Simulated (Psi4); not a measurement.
# CuNH2 (SMILES [NH2][Cu]): r2SCAN/6-31G(d) (spherical functions, sweep point 7)

What is the vertical singlet–triplet gap of CuNH2 at r2SCAN/6-31G* (spherical functions, sweep point 7)? 

The calculation is run with Psi4 1.11.

4 further runs of the same task are left out: 4 set aside as unsound or not needed.

## (1) The system as given

CuNH2: 4 atoms, total charge 0, spin state singlet. As SMILES, `[NH2][Cu]`. Geometry: relaxed at PBE0-D4/def2-TZVP.

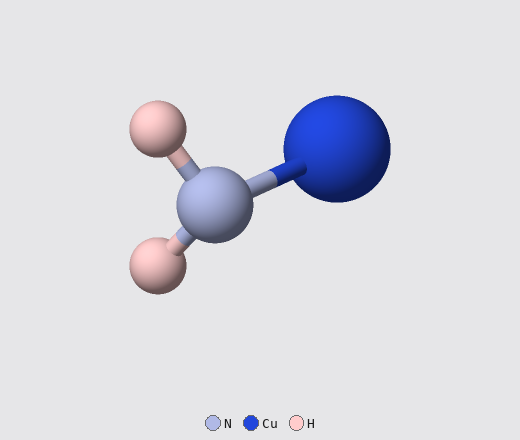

The structure, seen from a chosen angle (nitrogen light blue, copper blue, hydrogen pink).

## (2) A single-point energy at r2SCAN/6-31G(d) (spherical functions, sweep point 7)

Input file calc.inp:

```
memory 1.6 GB

molecule {
  N     -0.277300     0.250900     0.117500
  Cu     1.383600    -0.301600     0.652600
  H     -0.862400    -0.581500     0.055500
  H     -0.188400     0.571900    -0.845900
  symmetry c1
}

set basis 6-31G*
set puream true
set scf_type pk
set dft_radial_points 150
set dft_spherical_points 974

energy('r2scan')
```

Command:

```
$ psi4 calc.inp calc.out -n 1
```

calc.out:

```text
[...]
  Running in c1 symmetry.
[...]
  Nuclear repulsion =   79.397725323578655
[...]
  Multiplicity = 1
[...]
  Nalpha       = 19
  Nbeta        = 19
[...]
    Number of basis functions: 52
[...]
   @RKS iter   1: -1693.30227193297287    3.67228e-01   6.19631e-02 DIIS/ADIIS
[...]
   @RKS iter  13: -1696.05890980213803   -3.20688e-09   1.37809e-07 DIIS
[...]
    Orbital Energies [Eh]
    ---------------------
    Doubly Occupied:
       1A   -322.429015     2A    -38.620789     3A    -33.809637
       4A    -33.796464     5A    -33.796204     6A    -14.138418
       7A     -4.215331     8A     -2.714675     9A     -2.684891
      10A     -2.683717    11A     -0.770359    12A     -0.410389
      13A     -0.316647    14A     -0.227251    15A     -0.170289
      16A     -0.169827    17A     -0.155037    18A     -0.147587
      19A     -0.146923
[...]
  @RKS Final Energy: -1696.05890980213803
   => Energetics <=
    Nuclear Repulsion Energy =             79.3977253235786549
    One-Electron Energy =               -2521.4727360511124061
    Two-Electron Energy =                 820.8601805307475843
    DFT Exchange-Correlation Energy =     -74.8440796053516664
    Empirical Dispersion Energy =           0.0000000000000000
    VV10 Nonlocal Energy =                  0.0000000000000000
    Total Energy =                      -1696.0589098021380323
[...]
 Multipole Moments:
 ------------------------------------------------------------------------------------
     Multipole            Electronic (a.u.)      Nuclear  (a.u.)        Total (a.u.)
 ------------------------------------------------------------------------------------
 L = 1.  Multiply by 2.5417464519 to convert [e a0] to [Debye]
 Dipole X            :          5.2201063           -4.5308784            0.6892279
 Dipole Y            :         -1.2926714            0.8489829           -0.4436885
 Dipole Z            :          2.2496534           -2.3019292           -0.0522757
 Magnitude           :                                                    0.8213570
[...]
```

Run time: 21 s. Hardware: 1 thread of Intel Xeon 6975P-C (Granite Rapids), shared host; peak memory 1.1 GiB.

## (3) The triplet

Input file input.inp:

```
memory 1600 mb

molecule geom {
  0 3
  N     -0.277300     0.250900     0.117500
  Cu     1.383600    -0.301600     0.652600
  H     -0.862400    -0.581500     0.055500
  H     -0.188400     0.571900    -0.845900
  symmetry c1
}

set basis 6-31G*
set reference uks
set puream true
set scf_type pk
set dft_radial_points 150
set dft_spherical_points 974
set maxiter 150

energy_value, wavefunction = energy('r2scan', return_wfn=True)
print_variables()
```

Command:

```
$ psi4 -n 1 input.inp input.out
```

input.out:

```text
[...]
  Running in c1 symmetry.
[...]
  Nuclear repulsion =   79.397725323578655
[...]
  Multiplicity = 3
[...]
  Nalpha       = 20
  Nbeta        = 18
[...]
    Number of basis functions: 52
[...]
   @UKS iter   1: -1693.10737120582758    5.62128e-01   6.22683e-02 ADIIS/DIIS
[...]
   @UKS iter  16: -1696.02680043028681   -8.42147e-09   6.67947e-07 DIIS
[...]
   @S^2 Observed:                2.003623056E+00
[...]
    Orbital Energies [Eh]
    ---------------------
    Alpha Occupied:
       1A   -322.518350     2A    -38.723819     3A    -33.918833
       4A    -33.900401     5A    -33.883797     6A    -14.166341
       7A     -4.321159     8A     -2.831797     9A     -2.797392
      10A     -2.765132    11A     -0.807634    12A     -0.441713
      13A     -0.363788    14A     -0.316609    15A     -0.247154
      16A     -0.246601    17A     -0.242946    18A     -0.236610
      19A     -0.231691    20A     -0.146481
    Alpha Virtual:
      21A     -0.020199    22A     -0.016335    23A      0.032945
      24A      0.129925    25A      0.144640    26A      0.180992
[...]
  @UKS Final Energy: -1696.02680043028681
   => Energetics <=
    Nuclear Repulsion Energy =             79.3977253235786549
    One-Electron Energy =               -2518.8865432942166080
    Two-Electron Energy =                 818.2326954515102670
    DFT Exchange-Correlation Energy =     -74.7706779111587849
    Empirical Dispersion Energy =           0.0000000000000000
    VV10 Nonlocal Energy =                  0.0000000000000000
    Total Energy =                      -1696.0268004302868121
[...]
 Multipole Moments:
 ------------------------------------------------------------------------------------
     Multipole            Electronic (a.u.)      Nuclear  (a.u.)        Total (a.u.)
 ------------------------------------------------------------------------------------
 L = 1.  Multiply by 2.5417464519 to convert [e a0] to [Debye]
 Dipole X            :          4.2611653           -4.5308784           -0.2697131
 Dipole Y            :         -1.1243570            0.8489829           -0.2753741
 Dipole Z            :          1.7478580           -2.3019292           -0.5540712
 Magnitude           :                                                    0.6749599
[...]
```

Wall time 37 s (1 thread of Intel Xeon 6975P-C (Granite Rapids), shared host); peak memory 1.1 GiB.

## (4) Outcome

Level: r2SCAN/6-31G* (spherical functions, sweep point 7).

| quantity | value |
| --- | --- |
| singlet: total energy | -1696.05891 Eh |
| singlet: dipole moment | 2.09 D |
| singlet: HOMO energy | -4.00 eV |
| singlet: LUMO energy | -2.64 eV |
| singlet: HOMO–LUMO gap | 1.36 eV |
| triplet: total energy | -1696.02680 Eh |
| triplet: dipole moment | 1.72 D |
| triplet: HOMO energy (highest over α and β) | -3.99 eV |
| triplet: ⟨S²⟩ | 2.004 |
| vertical energy of the triplet above the singlet | 0.874 eV |

In words: At this shape the triplet lies 0.87 eV (84.3 kJ/mol) above the singlet.
